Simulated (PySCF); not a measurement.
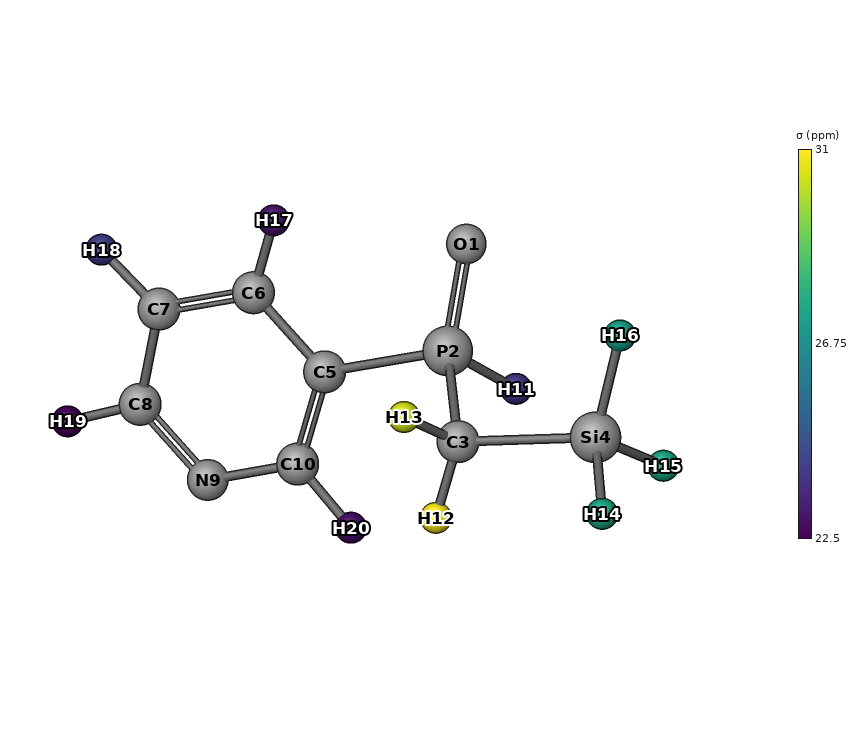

Atoms are coloured by their isotropic NMR shieldings (H only, the others grey). The computed structure is the end point of a GFN2-xTB optimisation. No frequency run is at hand to confirm it as a minimum. Method: GIAO PBE0/pcSseg-1 NMR shielding, non-relativistic, gas phase (PySCF 2.14.0).

List the isotropic NMR shieldings of the H atoms.

```csv
atom,σ (ppm)
H11,23.84
H12,30.88
H13,30.42
H14,27.52
H15,27.57
H16,27.29
H17,23.15
H18,24.08
H19,22.66
H20,22.91
```

The geometry is semi-empirical. Around P, Si such bond lengths and angles can be off by a tenth of an ångström or more and by several degrees, and values that hang on the shape move with them.
